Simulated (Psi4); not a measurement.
**GaHClO (SMILES [O][GaH][Cl]) at UHF/3-21G**

Aim: the vertical doublet–quartet gap of GaHClO at UHF/3-21G, from 2 runs. 

The results are computed with Psi4 1.11.

## 1. Starting point

GaHClO: 4 atoms, total charge 0, spin state doublet. SMILES: `[O][GaH][Cl]`. The coordinates come from a PBE0-D4/def2-TZVP relaxation.

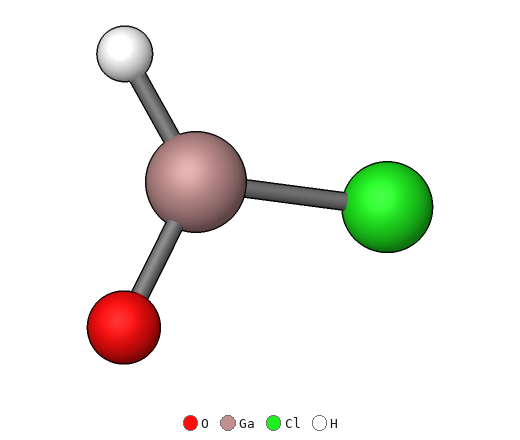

Viewed from a chosen angle; oxygen red, gallium pink, chlorine green, hydrogen white.

## 2. Energy and gradient at UHF/3-21G

job.json

```json
{
 "schema_name": "qcschema_input",
 "schema_version": 1,
 "molecule": {
  "schema_name": "qcschema_molecule",
  "schema_version": 2,
  "symbols": ["O", "Ga", "Cl", "H"],
  "geometry": [-3.28774551, -0.22242076, -0.40099988, 0.05839254, 0.27268748, -0.11565124, 1.98553524, -2.94287049, 1.33943788, 1.34869754, 2.77884227, -0.86114819],
  "molecular_charge": 0,
  "molecular_multiplicity": 2,
  "fix_symmetry": "c1",
  "fix_com": true,
  "fix_orientation": true
 },
 "driver": "gradient",
 "model": {
  "method": "scf",
  "basis": "3-21G"
 },
 "keywords": {
  "reference": "uhf",
  "puream": true,
  "e_convergence": 1e-09,
  "d_convergence": 1e-08,
  "scf_type": "pk",
  "maxiter": 100,
  "scf_properties": ["QUADRUPOLE", "DIPOLE", "LOWDIN_CHARGES"]
 }
}
```

Launch:

```bash
$ psi4 --qcschema job.json -n 1 --memory 2200MB
```

stdout (excerpt; [...] marks lines left out):

```text
[...]
  Running in c1 symmetry.
[...]
  Nuclear repulsion =  240.936455086215517
[...]
  Multiplicity = 2
[...]
  Nalpha       = 29
  Nbeta        = 28
[...]
    Number of basis functions: 46
[...]
   @UHF iter   1: -2445.81210690931766   -4.58526e+00   1.63807e-02 DIIS/ADIIS
[...]
   @UHF iter  17: -2446.21783345899257   -2.27374e-12   8.60102e-09 DIIS
[...]
   @S^2 Observed:                7.564426556E-01
[...]
    Orbital Energies [Eh]
    ---------------------
    Alpha Occupied:
       1A   -376.512070     2A   -104.099240     3A    -48.042468
       4A    -42.302304     5A    -42.300866     6A    -42.299921
       7A    -20.503541     8A    -10.493902     9A     -7.957203
      10A     -7.953648    11A     -7.953453    12A     -6.428824
      13A     -4.504719    14A     -4.504230    15A     -4.500609
      16A     -1.337375    17A     -1.194400    18A     -1.186859
      19A     -1.183707    20A     -1.182993    21A     -1.168445
      22A     -1.083273    23A     -0.630570    24A     -0.620857
      25A     -0.535293    26A     -0.531334    27A     -0.493190
      28A     -0.474073    29A     -0.461364
    Alpha Virtual:
[...]
  @UHF Final Energy: -2446.21783345899257
   => Energetics <=
    Nuclear Repulsion Energy =            240.9364550862155170
    One-Electron Energy =               -3890.3609335796104460
    Two-Electron Energy =                1203.2066450344022996
    Total Energy =                      -2446.2178334589925726
  UHF NO Occupations:
  HONO-2 :   27  A 1.9986450
  HONO-1 :   28  A 1.9983958
[...]
 Multipole Moments:
 ------------------------------------------------------------------------------------
     Multipole            Electronic (a.u.)      Nuclear  (a.u.)        Total (a.u.)
 ------------------------------------------------------------------------------------
 L = 1.  Multiply by 2.5417464519 to convert [e a0] to [Debye]
 Dipole X            :        -10.3325401           10.6110013            0.2784611
 Dipole Y            :         41.6131514          -40.5760103            1.0371412
 Dipole Z            :        -15.4589687           15.1161083           -0.3428604
 Magnitude           :                                                    1.1272780
 L = 2.  Multiply by 1.3450342976 to convert [e a0^2] to [Debye ang]
 Quadrupole XX       :       -187.1949703          155.4188029          -31.7761673
 Quadrupole XY       :         90.5823279          -89.2424112            1.3399168
[...]
  -Total Gradient:
     Atom            X                  Y                   Z
    ------   -----------------  -----------------  -----------------
       1       -0.010774717875    -0.002709925913    -0.000517944576
       2        0.028099253465    -0.020804039150     0.011631629498
       3       -0.016265655818     0.024458483152    -0.011301208744
       4       -0.001058879764    -0.000944518086     0.000187523822
[...]
```

The result, in JSON:

```text
{
 "driver": "gradient",
 "model": {
  "method": "scf",
  "basis": "3-21G"
 },
 "success": true,
 "return_result": [-0.010774717874752204, -0.0027099259126424115, -0.0005179445755536475, 0.028099253464939862, -0.020804039149514113, 0.01163162949778061, -0.01626565581827294, 0.024458483152351523, -0.011301208744318898, -0.0010588797635655983, -0.0009445180861151481, 0.00018752382224301867],
 "properties": {
  "calcinfo_nbasis": 46,
  "calcinfo_nmo": 46,
  "calcinfo_nalpha": 29,
  "calcinfo_nbeta": 28,
  "calcinfo_natom": 4,
  "nuclear_repulsion_energy": 240.93645508621552,
  "return_energy": -2446.2178334589926,
  "return_gradient": [-0.010774717874752204, -0.0027099259126424115, -0.0005179445755536475, 0.028099253464939862, -0.020804039149514113, 0.01163162949778061, -0.01626565581827294, 0.024458483152351523, -0.011301208744318898, -0.0010588797635655983, -0.0009445180861151481, 0.00018752382224301867],
  "scf_one_electron_energy": -3890.3609335796104,
  "scf_two_electron_energy": 1203.2066450344023,
  "scf_dipole_moment": [0.2784611317133141, 1.037141185295802, -0.3428603615874426],
  "scf_total_energy": -2446.2178334589926,
  "scf_total_gradient": [-0.010774717874752204, -0.0027099259126424115, -0.0005179445755536475, 0.028099253464939862, -0.020804039149514113, 0.01163162949778061, -0.01626565581827294, 0.024458483152351523, -0.011301208744318898, -0.0010588797635655983, -0.0009445180861151481, 0.00018752382224301867],
  "scf_iterations": 17
 }
}
```

It took 2.5 s on 1 thread of AMD EPYC 7R43 (Zen 3), shared host; peak memory 0.2 GiB.

## 3. The quartet: a single-point energy at UHF/3-21G

calc.inp

```
memory 2200 MB

molecule {
  0 4
  O     -1.739800    -0.117700    -0.212200
  Ga     0.030900     0.144300    -0.061200
  Cl     1.050700    -1.557300     0.708800
  H      0.713700     1.470500    -0.455700
  symmetry c1
}

set reference uhf
set puream true
set e_convergence 1e-09
set d_convergence 1e-08
set scf_type pk
set maxiter 100

e, wfn = energy("hf/3-21G", return_wfn=True)
oeprop(wfn, "MULLIKEN_CHARGES", "DIPOLE", "MAYER_INDICES")
```

Launch:

```bash
$ psi4 calc.inp calc.out -n 1
```

calc.out (excerpt; [...] marks lines left out):

```text
[...]
  Running in c1 symmetry.
[...]
  Nuclear repulsion =  240.936454910321658
[...]
  Multiplicity = 4
[...]
  Nalpha       = 30
  Nbeta        = 27
[...]
    Number of basis functions: 46
[...]
   @UHF iter   1: -2445.44018476881365   -4.21334e+00   1.86179e-02 DIIS/ADIIS
[...]
   @UHF iter  21: -2446.03714019270910   -8.18545e-12   6.26562e-09 DIIS
[...]
   @S^2 Observed:                3.777963541E+00
[...]
  @UHF Final Energy: -2446.03714019270910
   => Energetics <=
    Nuclear Repulsion Energy =            240.9364549103216575
    One-Electron Energy =               -3889.4654334586484765
    Two-Electron Energy =                1202.4918383556175741
    Total Energy =                      -2446.0371401927095576
  UHF NO Occupations:
  HONO-2 :   28  A 1.0000000
  HONO-1 :   29  A 1.0000000
[...]
 Multipole Moments:
 ------------------------------------------------------------------------------------
     Multipole            Electronic (a.u.)      Nuclear  (a.u.)        Total (a.u.)
 ------------------------------------------------------------------------------------
 L = 1.  Multiply by 2.5417464519 to convert [e a0] to [Debye]
 Dipole X            :         -1.9793475            0.1307370           -1.8486105
 Dipole Y            :          1.2066163           -0.5616012            0.6450150
 Dipole Z            :         -0.7268278            0.2243643           -0.5024635
 Magnitude           :                                                    2.0213546
[...]
  Mulliken Charges: (a.u.)
   Center  Symbol    Alpha    Beta     Spin     Total
       1     O     4.93131  2.91787  2.01344  0.15082
       2    GA    15.89515 14.73680  1.15835  0.36806
       3    CL     8.72920  8.73707 -0.00787 -0.46628
       4     H     0.44434  0.60826 -0.16392 -0.05260
   Total alpha = 30.00000, Total beta = 27.00000, Total charge = -0.00000
  Mayer Bond Indices:
  Total Bond Index:
  Irrep: 1 Size: 4 x 4
[...]
```

It took 2.2 s on 1 thread of AMD EPYC 7R43 (Zen 3), shared host; peak memory 0.2 GiB.

## 4. Summary of results

Level: UHF/3-21G.

```
                                        quantity           value
                           doublet: total energy  -2446.21783 Eh
                          doublet: dipole moment          2.87 D
     doublet: HOMO energy (highest over α and β)       -12.31 eV
      doublet: LUMO energy (lowest over α and β)         1.27 eV
                                   doublet: ⟨S²⟩           0.756
               doublet: largest force on an atom      1.895 eV/Å
                           quartet: total energy  -2446.03714 Eh
                          quartet: dipole moment          5.14 D
     quartet: HOMO energy (highest over α and β)        -5.54 eV
      quartet: LUMO energy (lowest over α and β)        -1.82 eV
                                   quartet: ⟨S²⟩           3.778
vertical energy of the quartet above the doublet        4.917 eV
```

In words: At this shape the quartet lies 4.92 eV (113 kcal/mol) above the doublet. The largest force (doublet) is 1.89 eV/Å: the shape isn't a stationary point for this species at this level. Mulliken charges (quartet) run from -0.47 on Cl3 to +0.37 on Ga2; they depend strongly on the basis.
